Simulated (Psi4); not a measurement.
**revPBE/def2-SVP run of SClO2F (sulfuryl chloride fluoride)**

What is the vertical singlet–triplet gap of SClO2F (sulfuryl chloride fluoride) at revPBE/def2-SVP? 

The calculation is run with Psi4 1.11.

## (1) The structure to begin with

SClO2F: 5 atoms, total charge 0, spin state singlet. SMILES: `O=S(=O)(F)Cl`. The coordinates come from a PBE0-D4/def2-TZVP relaxation.

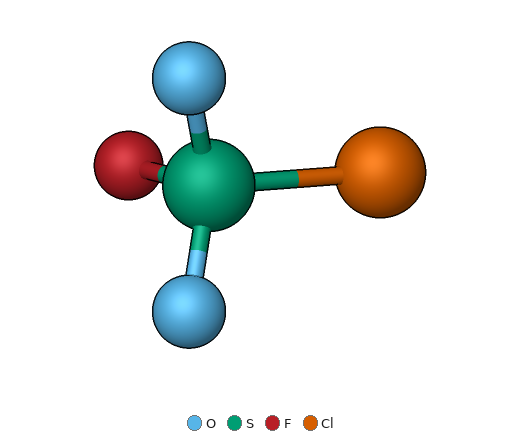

The structure, seen from a chosen angle (oxygen blue, sulfur teal, fluorine red, chlorine orange).

## (2) Energy and forces at revPBE/def2-SVP

The input, clfo2s.json:

```json
{
  "schema_name": "qcschema_input",
  "schema_version": 1,
  "molecule": {
    "schema_name": "qcschema_molecule",
    "schema_version": 2,
    "symbols": ["O", "S", "O", "F", "Cl"],
    "geometry": [-0.23345677, -0.30743954, 2.84027726, 0.18936945, -0.27427485, 0.21006196, 2.18830285, -1.56646957, -0.98673939, -2.29543143, -1.15038968, -1.07410143, 0.15119699, 3.29859254, -0.98949839],
    "molecular_charge": 0,
    "molecular_multiplicity": 1,
    "fix_symmetry": "c1"
  },
  "driver": "gradient",
  "model": {
    "method": "revpbe",
    "basis": "def2-SVP"
  },
  "keywords": {
    "puream": true,
    "e_convergence": 1e-09,
    "d_convergence": 1e-08,
    "scf_type": "pk",
    "dft_radial_points": 99,
    "dft_spherical_points": 590,
    "scf_properties": ["MAYER_INDICES", "LOWDIN_CHARGES", "WIBERG_LOWDIN_INDICES"]
  }
}
```

On the command line:

```console
$ psi4 --qcschema clfo2s.json -n 1 --memory 2200MB
```

stdout:

```text
[...]
  Running in c1 symmetry.
[...]
  Nuclear repulsion =  344.673644086620698
[...]
  Multiplicity = 1
[...]
  Nalpha       = 29
  Nbeta        = 29
[...]
    Number of basis functions: 78
[...]
   @RKS iter   1: -1107.54912511052589    9.07815e-01   1.23831e-02 DIIS/ADIIS
[...]
   @RKS iter  13: -1107.89967974899764   -4.09273e-12   5.05669e-09 DIIS
[...]
    Orbital Energies [Eh]
    ---------------------
    Doubly Occupied:
       1A   -100.704575     2A    -88.340116     3A    -24.347835
       4A    -18.818375     5A    -18.818327     6A     -9.231426
       7A     -7.943643     8A     -7.057461     9A     -7.044932
      10A     -7.044487    11A     -5.965601    12A     -5.963707
      13A     -5.962099    14A     -1.203050    15A     -1.065605
      16A     -0.988228    17A     -0.830129    18A     -0.627146
      19A     -0.544746    20A     -0.496515    21A     -0.479208
      22A     -0.424751    23A     -0.417407    24A     -0.376457
      25A     -0.360847    26A     -0.353657    27A     -0.321116
      28A     -0.315652    29A     -0.297942
[...]
  @RKS Final Energy: -1107.89967974899764
   => Energetics <=
    Nuclear Repulsion Energy =            344.6736440866206976
    One-Electron Energy =               -2214.2941393944952324
    Two-Electron Energy =                 843.2122914021606448
    DFT Exchange-Correlation Energy =     -81.4914758432838369
    Empirical Dispersion Energy =           0.0000000000000000
    VV10 Nonlocal Energy =                  0.0000000000000000
    Total Energy =                      -1107.8996797489976416
[...]
 Multipole Moments:
 ------------------------------------------------------------------------------------
     Multipole            Electronic (a.u.)      Nuclear  (a.u.)        Total (a.u.)
 ------------------------------------------------------------------------------------
 L = 1.  Multiply by 2.5417464519 to convert [e a0] to [Debye]
 Dipole X            :         -1.3049930            1.0720731           -0.2329199
 Dipole Y            :          0.9482003           -0.5844246            0.3637757
 Dipole Z            :         -1.1377698            0.8706793           -0.2670906
 Magnitude           :                                                    0.5078601
[...]
  -Total Gradient:
     Atom            X                  Y                   Z
    ------   -----------------  -----------------  -----------------
       1        0.011371343444    -0.000229859713    -0.067620037594
       2       -0.004391641404    -0.016691405609     0.002697310390
       3       -0.051463851273     0.032438022574     0.031667334314
       4        0.044072057694     0.014866350845     0.022998644106
       5        0.000438411189    -0.030359225596     0.010265571812
[...]
```

The result, in JSON:

```text
{
 "driver": "gradient",
 "model": {
  "method": "revpbe",
  "basis": "def2-SVP"
 },
 "success": true,
 "return_result": [0.011371343443991877, -0.00022985971283473287, -0.06762003759445123, -0.0043916414041469815, -0.01669140560896548, 0.0026973103902213497, -0.05146385127322506, 0.03243802257360601, 0.031667334314092355, 0.044072057693830935, 0.014866350845234189, 0.022998644105836324, 0.00043841118941636984, -0.03035922559606155, 0.010265571812002217],
 "properties": {
  "calcinfo_nbasis": 78,
  "calcinfo_nmo": 78,
  "calcinfo_nalpha": 29,
  "calcinfo_nbeta": 29,
  "calcinfo_natom": 5,
  "nuclear_repulsion_energy": 344.6736440866207,
  "return_energy": -1107.8996797489976,
  "return_gradient": [0.011371343443991877, -0.00022985971283473287, -0.06762003759445123, -0.0043916414041469815, -0.01669140560896548, 0.0026973103902213497, -0.05146385127322506, 0.03243802257360601, 0.031667334314092355, 0.044072057693830935, 0.014866350845234189, 0.022998644105836324, 0.00043841118941636984, -0.03035922559606155, 0.010265571812002217],
  "scf_one_electron_energy": -2214.2941393944952,
  "scf_two_electron_energy": 843.2122914021606,
  "scf_xc_energy": -81.49147584328384,
  "scf_dipole_moment": [-0.23291991736171447, 0.36377572858845175, -0.26709056934448494],
  "scf_total_energy": -1107.8996797489976,
  "scf_total_gradient": [0.011371343443991877, -0.00022985971283473287, -0.06762003759445123, -0.0043916414041469815, -0.01669140560896548, 0.0026973103902213497, -0.05146385127322506, 0.03243802257360601, 0.031667334314092355, 0.044072057693830935, 0.014866350845234189, 0.022998644105836324, 0.00043841118941636984, -0.03035922559606155, 0.010265571812002217],
  "scf_iterations": 13
 }
}
```

It took 26 s on 1 thread of Intel Xeon at 2.50GHz (Skylake/Cascade Lake), shared host; peak memory 0.77 GiB.

## (3) The triplet: a single-point energy at U-revPBE/def2-SVP

The input, clfo2s.py:

```python
import psi4

psi4.set_memory(2200000000)
psi4.set_num_threads(1)
psi4.core.set_output_file('output.dat', False)

geom = psi4.geometry("""
0 3
O     -0.123540    -0.162690     1.503010
S      0.100210    -0.145140     0.111160
O      1.158000    -0.828940    -0.522160
F     -1.214690    -0.608760    -0.568390
Cl     0.080010     1.745540    -0.523620
symmetry c1
""")

options = {'reference': 'uks', 'puream': True, 'e_convergence': 1e-09, 'd_convergence': 1e-08, 'scf_type': 'pk', 'dft_radial_points': 99, 'dft_spherical_points': 590, 'maxiter': 100}
psi4.set_options(options)

energy_value, wavefunction = psi4.energy('revpbe/def2-SVP', return_wfn=True)
psi4.oeprop(wavefunction, 'DIPOLE', 'WIBERG_LOWDIN_INDICES', 'MULLIKEN_CHARGES', title='REVPBE')
print('E =', round(energy_value, 9))
for k, v in sorted(psi4.core.scalar_variables().items()):
    print(f'{k:45s} {v:18.10f}')
```

On the command line:

```console
$ python clfo2s.py
```

output.dat (excerpt; [...] marks lines left out):

```text
[...]
  Running in c1 symmetry.
[...]
  Nuclear repulsion =  344.673643826859063
[...]
  Multiplicity = 3
[...]
  Nalpha       = 30
  Nbeta        = 28
[...]
    Number of basis functions: 78
[...]
   @UKS iter   1: -1107.29438360997096    1.16256e+00   1.26390e-02 ADIIS/DIIS
[...]
   @UKS iter  16: -1107.69838498810100   -2.27374e-13   4.33569e-09 DIIS
[...]
   @S^2 Observed:                2.002830434E+00
[...]
  @UKS Final Energy: -1107.69838498810100
   => Energetics <=
    Nuclear Repulsion Energy =            344.6736438268590632
    One-Electron Energy =               -2215.0913683083817887
    Two-Electron Energy =                 844.2781465739869873
    DFT Exchange-Correlation Energy =     -81.5588070805652308
    Empirical Dispersion Energy =           0.0000000000000000
    VV10 Nonlocal Energy =                  0.0000000000000000
    Total Energy =                      -1107.6983849881009974
[...]
 Multipole Moments:
 ------------------------------------------------------------------------------------
     Multipole            Electronic (a.u.)      Nuclear  (a.u.)        Total (a.u.)
 ------------------------------------------------------------------------------------
 L = 1.  Multiply by 2.5417464519 to convert [e a0] to [Debye]
 Dipole X            :         -1.1520677            1.0720731           -0.0799946
 Dipole Y            :          0.8711723           -0.5844246            0.2867477
 Dipole Z            :         -1.0156388            0.8706793           -0.1449595
 Magnitude           :                                                    0.3311143
[...]
  Mulliken Charges: (a.u.)
   Center  Symbol    Alpha    Beta     Spin     Total
       1     O     4.30547  3.97140  0.33406 -0.27687
       2     S     7.79648  7.41021  0.38627  0.79331
       3     O     4.30545  3.97141  0.33404 -0.27687
       4     F     4.64538  4.60610  0.03928 -0.25148
       5    CL     8.94722  8.04088  0.90634  0.01191
   Total alpha = 30.00000, Total beta = 28.00000, Total charge =  0.00000
  Wiberg Bond Indices using Orthogonal Lowdin Orbitals:
  Total Bond Index:
[...]
```

On the terminal:

```text
E = -1107.698384988
CURRENT ENERGY                                  -1107.6983849881
CURRENT REFERENCE ENERGY                        -1107.6983849881
DD SOLVATION ENERGY                                 0.0000000000
DFT FUNCTIONAL TOTAL ENERGY                     -1107.6983849881
DFT TOTAL ENERGY                                -1107.6983849881
DFT VV10 ENERGY                                     0.0000000000
DFT XC ENERGY                                     -81.5588070806
GRID ELECTRONS ALPHA                               30.0000001941
GRID ELECTRONS BETA                                28.0000001769
GRID ELECTRONS TOTAL                               58.0000003710
NUCLEAR REPULSION ENERGY                          344.6736438269
ONE-ELECTRON ENERGY                             -2215.0913683084
PCM POLARIZATION ENERGY                             0.0000000000
PE ENERGY                                           0.0000000000
SCF ITERATION ENERGY                            -1107.6983849881
SCF ITERATIONS                                     16.0000000000
SCF TOTAL ENERGY                                -1107.6983849881
TWO-ELECTRON ENERGY                               844.2781465740
XC GRID RADIAL POINTS                              99.0000000000
XC GRID SPHERICAL POINTS                          590.0000000000
XC GRID TOTAL POINTS                           270904.0000000000
```

Wall time 34 s (1 thread of Intel Xeon at 2.50GHz (Skylake/Cascade Lake), shared host); peak memory 0.78 GiB.

## (4) Summary of results

At revPBE/def2-SVP:

```
                                        quantity           value
                           singlet: total energy  -1107.89968 Eh
                          singlet: dipole moment          1.29 D
                            singlet: HOMO energy        -8.11 eV
                            singlet: LUMO energy        -2.59 eV
                          singlet: HOMO–LUMO gap         5.51 eV
               singlet: largest force on an atom      3.527 eV/Å
                           triplet: total energy  -1107.69838 Eh
                          triplet: dipole moment          0.84 D
     triplet: HOMO energy (highest over α and β)        -2.45 eV
                                   triplet: ⟨S²⟩           2.003
vertical energy of the triplet above the singlet        5.478 eV
```

At this shape the triplet lies 5.48 eV (528 kJ/mol) above the singlet. The largest force (singlet) is 3.53 eV/Å: the shape isn't a stationary point for this species at this level. Mulliken charges (triplet) run from -0.28 on O1 to +0.79 on S2; they depend strongly on the basis.
